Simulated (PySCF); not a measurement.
GaP: geometry relaxation (part 2 of 2)

The same run, continued: GaP, multiplicity 3; UHF/lanl2dz, optimize (PySCF 2.14.0). 

Geometry of the input (Å):
```
Ga 0.0000  0.0000  0.0000
P  0.0000  0.0000  2.2700
```

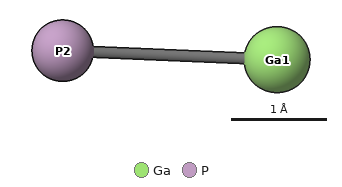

The starting structure (ball-and-stick view, seen at a tilt; atoms are numbered from 1 in the order of the input). Sticks mark near contacts.

### What the program printed, continued
```
******** <class 'pyscf.scf.hf.UHF_Scanner'> ********
method = UHF_Scanner
initial guess = minao
damping factor = 0
level_shift factor = 0
DIIS = <class 'pyscf.scf.diis.CDIIS'>
diis_start_cycle = 1
diis_space = 8
diis_damp = 0
SCF conv_tol = 1e-09
SCF conv_tol_grad = None
SCF max_cycles = 50
direct_scf = True
direct_scf_tol = 1e-13
number electrons alpha = 5  beta = 3
Set gradient conv threshold to 3.16228e-05
init E= -8.24851868883217
  alpha nocc = 5  HOMO = -0.327693856674213  LUMO = 0.0369696613528522
  beta  nocc = 3  HOMO = -0.245444113929486  LUMO = -0.0102962551125161
  HOMO = -0.245444113929  LUMO = -0.0102962551125  gap/eV = 6.39870
cycle= 1 E= -8.25840050977187  delta_E= -0.00988  |g|= 0.00447  |ddm|= 0.0274
  alpha nocc = 5  HOMO = -0.323577050932738  LUMO = 0.0398294835361733
  beta  nocc = 3  HOMO = -0.242912960248967  LUMO = -0.00724032439884581
  HOMO = -0.242912960249  LUMO = -0.00724032439885  gap/eV = 6.41298
cycle= 2 E= -8.2584411097544  delta_E= -4.06e-05  |g|= 0.00227  |ddm|= 0.0101
  alpha nocc = 5  HOMO = -0.32559961069334  LUMO = 0.0395534839656846
  beta  nocc = 3  HOMO = -0.24363774552635  LUMO = -0.00751557915597079
  HOMO = -0.243637745526  LUMO = -0.00751557915597  gap/eV = 6.42521
cycle= 3 E= -8.258453109317  delta_E= -1.2e-05  |g|= 0.00144  |ddm|= 0.00439
  alpha nocc = 5  HOMO = -0.326378258206749  LUMO = 0.0395144956201751
  beta  nocc = 3  HOMO = -0.243417624542532  LUMO = -0.00767767299159505
  HOMO = -0.243417624543  LUMO = -0.0076776729916  gap/eV = 6.41481
cycle= 4 E= -8.25846731304938  delta_E= -1.42e-05  |g|= 0.000983  |ddm|= 0.00707
  alpha nocc = 5  HOMO = -0.327481816873073  LUMO = 0.0396427482507468
  beta  nocc = 3  HOMO = -0.243021810557951  LUMO = -0.00762967638624035
  HOMO = -0.243021810558  LUMO = -0.00762967638624  gap/eV = 6.40535
cycle= 5 E= -8.25847775520955  delta_E= -1.04e-05  |g|= 0.000592  |ddm|= 0.00839
  alpha nocc = 5  HOMO = -0.328195055221747  LUMO = 0.039726042093689
  beta  nocc = 3  HOMO = -0.242711111416422  LUMO = -0.00762895155203391
  HOMO = -0.242711111416  LUMO = -0.00762895155203  gap/eV = 6.39691
cycle= 6 E= -8.25848237887083  delta_E= -4.62e-06  |g|= 0.000443  |ddm|= 0.00518
  alpha nocc = 5  HOMO = -0.328955727264882  LUMO = 0.0398090263833293
  beta  nocc = 3  HOMO = -0.242389943611368  LUMO = -0.00764900706323401
  HOMO = -0.242389943611  LUMO = -0.00764900706323  gap/eV = 6.38763
cycle= 7 E= -8.25848616978275  delta_E= -3.79e-06  |g|= 0.000306  |ddm|= 0.0054
  alpha nocc = 5  HOMO = -0.330179250032317  LUMO = 0.039977085211528
  beta  nocc = 3  HOMO = -0.241834156006374  LUMO = -0.00765923846618022
  HOMO = -0.241834156006  LUMO = -0.00765923846618  gap/eV = 6.37222
cycle= 8 E= -8.25848920001065  delta_E= -3.03e-06  |g|= 6.61e-05  |ddm|= 0.00912
  alpha nocc = 5  HOMO = -0.330376888770044  LUMO = 0.0399826899313293
  beta  nocc = 3  HOMO = -0.241727510009337  LUMO = -0.00766993017582385
  HOMO = -0.241727510009  LUMO = -0.00766993017582  gap/eV = 6.36903
cycle= 9 E= -8.25848927702176  delta_E= -7.7e-08  |g|= 1.14e-05  |ddm|= 0.0015
  alpha nocc = 5  HOMO = -0.330384939921142  LUMO = 0.0399912599559323
  beta  nocc = 3  HOMO = -0.241730475689216  LUMO = -0.00766955799336133
  HOMO = -0.241730475689  LUMO = -0.00766955799336  gap/eV = 6.36912
cycle= 10 E= -8.25848927758294  delta_E= -5.61e-10  |g|= 2.75e-06  |ddm|= 7.74e-05
  alpha nocc = 5  HOMO = -0.330386652742997  LUMO = 0.0399903820995023
  beta  nocc = 3  HOMO = -0.241729512044858  LUMO = -0.00766934069168146
  HOMO = -0.241729512045  LUMO = -0.00766934069168  gap/eV = 6.36910
Extra cycle  E= -8.25848927759885  delta_E= -1.59e-11  |g|= 1.24e-06  |ddm|= 6.05e-06
converged SCF energy = -8.25848927759885  <S^2> = 2.1735959  2S+1 = 3.1135805

******** <class 'pyscf.grad.rhf.Gradients_Scanner'> for <class 'pyscf.scf.hf.UHF_Scanner'> ********
unit = Eh/Bohr
--------------- UHF_Scanner gradients ---------------
         x                y                z
0 Ga     0.0000000000     0.0000000000     0.0025310690
1 P    -0.0000000000    -0.0000000000    -0.0025310690
----------------------------------------------
cycle 3: E = -8.2584892776  dE = -0.000611879  norm(grad) = 0.00357947
Step    2 : Displace = 2.745e-02/2.745e-02 (rms/max) Trust = 1.414e-01 (+) Grad = 2.531e-03/2.531e-03 (rms/max) E (change) = -8.2584892776 (-6.119e-04) Quality = 1.227
Hessian Eigenvalues: 5.00000e-02 5.00000e-02 5.00000e-02 ... 5.00000e-02 5.00000e-02 6.82832e-02

Geometry optimization cycle 4
Cartesian coordinates (Angstrom)
 Atom        New coordinates             dX        dY        dZ
  Ga  -0.000000   0.000000  -0.076128   -0.000000  0.000000 -0.009808
   P   0.000000  -0.000000   2.346128    0.000000 -0.000000  0.009808
New geometry
   1 Ga    -0.000000000000   0.000000000000  -0.076127754944 AA   -0.000000000000   0.000000000000  -0.143860607322 Bohr
   2 P      0.000000000000  -0.000000000000   2.346127754944 AA    0.000000000000  -0.000000000000   4.433538910085 Bohr

******** <class 'pyscf.scf.hf.UHF_Scanner'> ********
method = UHF_Scanner
initial guess = minao
damping factor = 0
level_shift factor = 0
DIIS = <class 'pyscf.scf.diis.CDIIS'>
diis_start_cycle = 1
diis_space = 8
diis_damp = 0
SCF conv_tol = 1e-09
SCF conv_tol_grad = None
SCF max_cycles = 50
direct_scf = True
direct_scf_tol = 1e-13
number electrons alpha = 5  beta = 3
Set gradient conv threshold to 3.16228e-05
init E= -8.25521273405645
  alpha nocc = 5  HOMO = -0.330242400907136  LUMO = 0.0378491081225966
  beta  nocc = 3  HOMO = -0.240497185940677  LUMO = -0.00811833778146875
  HOMO = -0.240497185941  LUMO = -0.00811833778147  gap/eV = 6.32335
cycle= 1 E= -8.25853163994975  delta_E= -0.00332  |g|= 0.00153  |ddm|= 0.00957
  alpha nocc = 5  HOMO = -0.328818599751405  LUMO = 0.0388536925418418
  beta  nocc = 3  HOMO = -0.239707719279834  LUMO = -0.00708761701929383
  HOMO = -0.23970771928  LUMO = -0.00708761701929  gap/eV = 6.32992
cycle= 2 E= -8.25853677079336  delta_E= -5.13e-06  |g|= 0.000818  |ddm|= 0.00356
  alpha nocc = 5  HOMO = -0.3295482713173  LUMO = 0.0387518539533119
  beta  nocc = 3  HOMO = -0.23992477170523  LUMO = -0.00718011586544665
  HOMO = -0.239924771705  LUMO = -0.00718011586545  gap/eV = 6.33330
cycle= 3 E= -8.25853840118942  delta_E= -1.63e-06  |g|= 0.000544  |ddm|= 0.0016
  alpha nocc = 5  HOMO = -0.329888086155436  LUMO = 0.038756288768976
  beta  nocc = 3  HOMO = -0.23982990441084  LUMO = -0.00723370560768122
  HOMO = -0.239829904411  LUMO = -0.00723370560768  gap/eV = 6.32926
cycle= 4 E= -8.25854059449567  delta_E= -2.19e-06  |g|= 0.000393  |ddm|= 0.0028
  alpha nocc = 5  HOMO = -0.330370626732774  LUMO = 0.038822080680057
  beta  nocc = 3  HOMO = -0.23966127270617  LUMO = -0.00721410499755093
  HOMO = -0.239661272706  LUMO = -0.00721410499755  gap/eV = 6.32521
cycle= 5 E= -8.25854245050045  delta_E= -1.86e-06  |g|= 0.000265  |ddm|= 0.00346
  alpha nocc = 5  HOMO = -0.330742626177912  LUMO = 0.038874326349907
  beta  nocc = 3  HOMO = -0.239512430912031  LUMO = -0.00721352682945531
  HOMO = -0.239512430912  LUMO = -0.00721352682946  gap/eV = 6.32118
cycle= 6 E= -8.25854354644635  delta_E= -1.1e-06  |g|= 0.000203  |ddm|= 0.00264
  alpha nocc = 5  HOMO = -0.331225695608932  LUMO = 0.0389391198393535
  beta  nocc = 3  HOMO = -0.239322967405311  LUMO = -0.0072217488619496
  HOMO = -0.239322967405  LUMO = -0.00722174886195  gap/eV = 6.31580
cycle= 7 E= -8.25854458719588  delta_E= -1.04e-06  |g|= 0.000125  |ddm|= 0.00343
  alpha nocc = 5  HOMO = -0.331789338743719  LUMO = 0.0390240361990473
  beta  nocc = 3  HOMO = -0.239086098134358  LUMO = -0.00722381360567736
  HOMO = -0.239086098134  LUMO = -0.00722381360568  gap/eV = 6.30929
cycle= 8 E= -8.25854511563024  delta_E= -5.28e-07  |g|= 2.36e-05  |ddm|= 0.00415
  alpha nocc = 5  HOMO = -0.331850779563549  LUMO = 0.0390289235322105
  beta  nocc = 3  HOMO = -0.23905690227008  LUMO = -0.00722730456446852
  HOMO = -0.23905690227  LUMO = -0.00722730456447  gap/eV = 6.30840
cycle= 9 E= -8.25854512322061  delta_E= -7.59e-09  |g|= 3.86e-06  |ddm|= 0.000472
  alpha nocc = 5  HOMO = -0.331854265538072  LUMO = 0.0390313568710009
  beta  nocc = 3  HOMO = -0.239057287701347  LUMO = -0.0072271053777887
  HOMO = -0.239057287701  LUMO = -0.00722710537779  gap/eV = 6.30842
cycle= 10 E= -8.2585451232828  delta_E= -6.22e-11  |g|= 8.31e-07  |ddm|= 2.79e-05
  alpha nocc = 5  HOMO = -0.331854807548874  LUMO = 0.0390310924481795
  beta  nocc = 3  HOMO = -0.239057001190987  LUMO = -0.00722703973790872
  HOMO = -0.239057001191  LUMO = -0.00722703973791  gap/eV = 6.30841
Extra cycle  E= -8.25854512328417  delta_E= -1.37e-12  |g|= 3.44e-07  |ddm|= 1.98e-06
converged SCF energy = -8.25854512328417  <S^2> = 2.1931455  2S+1 = 3.1261129

******** <class 'pyscf.grad.rhf.Gradients_Scanner'> for <class 'pyscf.scf.hf.UHF_Scanner'> ********
unit = Eh/Bohr
--------------- UHF_Scanner gradients ---------------
         x                y                z
0 Ga     0.0000000000    -0.0000000000     0.0005319868
1 P    -0.0000000000     0.0000000000    -0.0005319868
----------------------------------------------
cycle 4: E = -8.25854512328  dE = -5.58457e-05  norm(grad) = 0.000752343
Step    3 : Displace = 9.808e-03/9.808e-03 (rms/max) Trust = 2.000e-01 (+) Grad = 5.320e-04/5.320e-04 (rms/max) E (change) = -8.2585451233 (-5.585e-05) Quality = 1.190
Hessian Eigenvalues: 5.00000e-02 5.00000e-02 5.00000e-02 ... 5.00000e-02 5.00000e-02 5.39312e-02

Geometry optimization cycle 5
Cartesian coordinates (Angstrom)
 Atom        New coordinates             dX        dY        dZ
  Ga  -0.000000   0.000000  -0.078738   -0.000000  0.000000 -0.002610
   P   0.000000  -0.000000   2.348738    0.000000 -0.000000  0.002610
New geometry
   1 Ga    -0.000000000000   0.000000000000  -0.078737701863 AA   -0.000000000000   0.000000000000  -0.148792692198 Bohr
   2 P      0.000000000000  -0.000000000000   2.348737701863 AA    0.000000000000  -0.000000000000   4.438470994961 Bohr

******** <class 'pyscf.scf.hf.UHF_Scanner'> ********
method = UHF_Scanner
initial guess = minao
damping factor = 0
level_shift factor = 0
DIIS = <class 'pyscf.scf.diis.CDIIS'>
diis_start_cycle = 1
diis_space = 8
diis_damp = 0
SCF conv_tol = 1e-09
SCF conv_tol_grad = None
SCF max_cycles = 50
direct_scf = True
direct_scf_tol = 1e-13
number electrons alpha = 5  beta = 3
Set gradient conv threshold to 3.16228e-05
init E= -8.25768421320818
  alpha nocc = 5  HOMO = -0.331824506875831  LUMO = 0.0384697079881546
  beta  nocc = 3  HOMO = -0.238723454105535  LUMO = -0.00734249687607691
  HOMO = -0.238723454106  LUMO = -0.00734249687608  gap/eV = 6.29620
cycle= 1 E= -8.25854693748319  delta_E= -0.000863  |g|= 0.000401  |ddm|= 0.00253
  alpha nocc = 5  HOMO = -0.331454593715047  LUMO = 0.0387354241443001
  beta  nocc = 3  HOMO = -0.238527827034549  LUMO = -0.00707433609619879
  HOMO = -0.238527827035  LUMO = -0.0070743360962  gap/eV = 6.29817
cycle= 2 E= -8.25854730412549  delta_E= -3.67e-07  |g|= 0.00022  |ddm|= 0.000943
  alpha nocc = 5  HOMO = -0.331649409477  LUMO = 0.0387080764901712
  beta  nocc = 3  HOMO = -0.238580760057964  LUMO = -0.00709874228712759
  HOMO = -0.238580760058  LUMO = -0.00709874228713  gap/eV = 6.29895
cycle= 3 E= -8.25854742592552  delta_E= -1.22e-07  |g|= 0.00015  |ddm|= 0.000437
  alpha nocc = 5  HOMO = -0.331748654606967  LUMO = 0.0387118595333976
  beta  nocc = 3  HOMO = -0.238553521441524  LUMO = -0.00711254894325053
  HOMO = -0.238553521442  LUMO = -0.00711254894325  gap/eV = 6.29783
cycle= 4 E= -8.25854759985402  delta_E= -1.74e-07  |g|= 0.000111  |ddm|= 0.000795
  alpha nocc = 5  HOMO = -0.331889685955035  LUMO = 0.0387323218435656
  beta  nocc = 3  HOMO = -0.238505427568583  LUMO = -0.00710698394028231
  HOMO = -0.238505427569  LUMO = -0.00710698394028  gap/eV = 6.29667
cycle= 5 E= -8.25854775349803  delta_E= -1.54e-07  |g|= 7.68e-05  |ddm|= 0.000994
  alpha nocc = 5  HOMO = -0.332004941069145  LUMO = 0.0387497964259849
  beta  nocc = 3  HOMO = -0.238461195766593  LUMO = -0.00710679526365521
  HOMO = -0.238461195767  LUMO = -0.00710679526366  gap/eV = 6.29547
cycle= 6 E= -8.25854785215602  delta_E= -9.87e-08  |g|= 5.88e-05  |ddm|= 0.000812
  alpha nocc = 5  HOMO = -0.332162517626013  LUMO = 0.0387720841275431
  beta  nocc = 3  HOMO = -0.238401019613805  LUMO = -0.00710905702648512
  HOMO = -0.238401019614  LUMO = -0.00710905702649  gap/eV = 6.29377
cycle= 7 E= -8.25854794782101  delta_E= -9.57e-08  |g|= 3.41e-05  |ddm|= 0.00112
  alpha nocc = 5  HOMO = -0.332320617585383  LUMO = 0.0387967077461431
  beta  nocc = 3  HOMO = -0.238336193356996  LUMO = -0.00710943672909714
  HOMO = -0.238336193357  LUMO = -0.0071094367291  gap/eV = 6.29200
cycle= 8 E= -8.25854798721776  delta_E= -3.94e-08  |g|= 6.22e-06  |ddm|= 0.00116
  alpha nocc = 5  HOMO = -0.332335261243301  LUMO = 0.0387986485979845
  beta  nocc = 3  HOMO = -0.238330069221774  LUMO = -0.0071103459940034
  HOMO = -0.238330069222  LUMO = -0.007110345994  gap/eV = 6.29181
cycle= 9 E= -8.25854798766956  delta_E= -4.52e-10  |g|= 1.01e-06  |ddm|= 0.000114
  alpha nocc = 5  HOMO = -0.332335607436851  LUMO = 0.0387988305796237
  beta  nocc = 3  HOMO = -0.238330155104749  LUMO = -0.00711027039337364
  HOMO = -0.238330155105  LUMO = -0.00711027039337  gap/eV = 6.29181
Extra cycle  E= -8.25854798767195  delta_E= -2.39e-12  |g|= 4.83e-07  |ddm|= 2.99e-06
converged SCF energy = -8.25854798767195  <S^2> = 2.1990626  2S+1 = 3.1298962

******** <class 'pyscf.grad.rhf.Gradients_Scanner'> for <class 'pyscf.scf.hf.UHF_Scanner'> ********
unit = Eh/Bohr
--------------- UHF_Scanner gradients ---------------
         x                y                z
0 Ga     0.0000000000    -0.0000000000     0.0000523256
1 P    -0.0000000000     0.0000000000    -0.0000523256
----------------------------------------------
cycle 5: E = -8.25854798767  dE = -2.86439e-06  norm(grad) = 7.39996e-05
Step    4 : Displace = 2.610e-03/2.610e-03 (rms/max) Trust = 2.828e-01 (+) Grad = 5.233e-05/5.233e-05 (rms/max) E (change) = -8.2585479877 (-2.864e-06) Quality = 1.092
Hessian Eigenvalues: 4.86266e-02 5.00000e-02 5.00000e-02 ... 5.00000e-02 5.00000e-02 5.00000e-02

Geometry optimization cycle 6
Cartesian coordinates (Angstrom)
 Atom        New coordinates             dX        dY        dZ
  Ga  -0.000000   0.000000  -0.079022   -0.000000  0.000000 -0.000285
   P   0.000000  -0.000000   2.349022    0.000000 -0.000000  0.000285
New geometry
   1 Ga    -0.000000000000   0.000000000000  -0.079022417539 AA   -0.000000000000   0.000000000000  -0.149330726850 Bohr
   2 P      0.000000000000  -0.000000000000   2.349022417539 AA    0.000000000000  -0.000000000000   4.439009029612 Bohr

******** <class 'pyscf.scf.hf.UHF_Scanner'> ********
method = UHF_Scanner
initial guess = minao
damping factor = 0
level_shift factor = 0
DIIS = <class 'pyscf.scf.diis.CDIIS'>
diis_start_cycle = 1
diis_space = 8
diis_damp = 0
SCF conv_tol = 1e-09
SCF conv_tol_grad = None
SCF max_cycles = 50
direct_scf = True
direct_scf_tol = 1e-13
number electrons alpha = 5  beta = 3
Set gradient conv threshold to 3.16228e-05
init E= -8.25845446779921
  alpha nocc = 5  HOMO = -0.332332601223223  LUMO = 0.0387378921547015
  beta  nocc = 3  HOMO = -0.238293524142376  LUMO = -0.00712269303314361
  HOMO = -0.238293524142  LUMO = -0.00712269303314  gap/eV = 6.29048
cycle= 1 E= -8.25854800374837  delta_E= -9.35e-05  |g|= 4.36e-05  |ddm|= 0.000276
  alpha nocc = 5  HOMO = -0.332292646415318  LUMO = 0.0387668399079222
  beta  nocc = 3  HOMO = -0.238272628089741  LUMO = -0.0070936152818265
  HOMO = -0.23827262809  LUMO = -0.00709361528183  gap/eV = 6.29070
cycle= 2 E= -8.25854800813923  delta_E= -4.39e-09  |g|= 2.42e-05  |ddm|= 0.000103
  alpha nocc = 5  HOMO = -0.332313944996043  LUMO = 0.0387638606657233
  beta  nocc = 3  HOMO = -0.238278234944465  LUMO = -0.00709628147735519
  HOMO = -0.238278234944  LUMO = -0.00709628147736  gap/eV = 6.29078
cycle= 3 E= -8.25854800962208  delta_E= -1.48e-09  |g|= 1.66e-05  |ddm|= 4.81e-05
  alpha nocc = 5  HOMO = -0.332325149324255  LUMO = 0.0387643748004062
  beta  nocc = 3  HOMO = -0.238275162466271  LUMO = -0.00709777547207857
  HOMO = -0.238275162466  LUMO = -0.00709777547208  gap/eV = 6.29066
cycle= 4 E= -8.25854801178376  delta_E= -2.16e-09  |g|= 1.23e-05  |ddm|= 8.88e-05
  alpha nocc = 5  HOMO = -0.33234107819702  LUMO = 0.0387667236496034
  beta  nocc = 3  HOMO = -0.238269759862519  LUMO = -0.00709716005096717
  HOMO = -0.238269759863  LUMO = -0.00709716005097  gap/eV = 6.29053
cycle= 5 E= -8.25854801372317  delta_E= -1.94e-09  |g|= 8.64e-06  |ddm|= 0.000112
  alpha nocc = 5  HOMO = -0.332354426782141  LUMO = 0.0387687861394533
  beta  nocc = 3  HOMO = -0.238264692014511  LUMO = -0.00709714272088025
  HOMO = -0.238264692015  LUMO = -0.00709714272088  gap/eV = 6.29039
cycle= 6 E= -8.25854801500675  delta_E= -1.28e-09  |g|= 6.59e-06  |ddm|= 9.39e-05
  alpha nocc = 5  HOMO = -0.332372627621268  LUMO = 0.0387713782331613
  beta  nocc = 3  HOMO = -0.238257768913072  LUMO = -0.00709739642655072
  HOMO = -0.238257768913  LUMO = -0.00709739642655  gap/eV = 6.29019
cycle= 7 E= -8.25854801623129  delta_E= -1.22e-09  |g|= 3.73e-06  |ddm|= 0.000129
  alpha nocc = 5  HOMO = -0.332389917989301  LUMO = 0.0387740926337373
  beta  nocc = 3  HOMO = -0.238250700811628  LUMO = -0.00709743690801923
  HOMO = -0.238250700812  LUMO = -0.00709743690802  gap/eV = 6.29000
cycle= 8 E= -8.25854801670047  delta_E= -4.69e-10  |g|= 6.8e-07  |ddm|= 0.000127
  alpha nocc = 5  HOMO = -0.332389966861964  LUMO = 0.038774098162605
  beta  nocc = 3  HOMO = -0.238250683246848  LUMO = -0.00709750129740427
  HOMO = -0.238250683247  LUMO = -0.0070975012974  gap/eV = 6.29000
Extra cycle  E= -8.25854801670185  delta_E= -1.39e-12  |g|= 4.28e-07  |ddm|= 1.79e-06
converged SCF energy = -8.25854801670185  <S^2> = 2.1997232  2S+1 = 3.1303183

******** <class 'pyscf.grad.rhf.Gradients_Scanner'> for <class 'pyscf.scf.hf.UHF_Scanner'> ********
unit = Eh/Bohr
--------------- UHF_Scanner gradients ---------------
         x                y                z
0 Ga     0.0000000000    -0.0000000000     0.0000012804
1 P    -0.0000000000     0.0000000000    -0.0000012804
----------------------------------------------
cycle 6: E = -8.2585480167  dE = -2.90299e-08  norm(grad) = 1.81074e-06
Step    5 : Displace = 2.847e-04/2.847e-04 (rms/max) Trust = 3.000e-01 (+) Grad = 1.280e-06/1.280e-06 (rms/max) E (change) = -8.2585480167 (-2.903e-08) Quality = 1.031
Hessian Eigenvalues: 4.86266e-02 5.00000e-02 5.00000e-02 ... 5.00000e-02 5.00000e-02 5.00000e-02
Converged! =D

    #| If this code has benefited your research, please support us by citing: |#
    #| Wang, L.-P.; Song, C.C. (2016) "Geometry optimization made simple with |#
    #| translation and rotation coordinates", J. Chem, Phys. 144, 214108.     |#
    #|                                     |#
optimised geometry (angstrom)
Ga         -0.00000000        0.00000000       -0.07902242
P           0.00000000       -0.00000000        2.34902242
orbital energies (hartree): [array([-0.365 , -0.3373, -0.3282,  0.0264,  0.0404,  0.1249]), array([-0.6633, -0.3896, -0.2581, -0.0111, -0.0017,  0.0483])]
```

### Summary

```json
{"quantity": "outcome", "value": "converged"}
{"quantity": "SCF energy at the first geometry", "value": "−8.255517 hartree"}
{"quantity": "⟨S²⟩", "value": "2.101"}
{"quantity": "hardware", "value": "1 CPU thread, shared host"}
{"quantity": "wall time", "value": "2.7 s"}
```
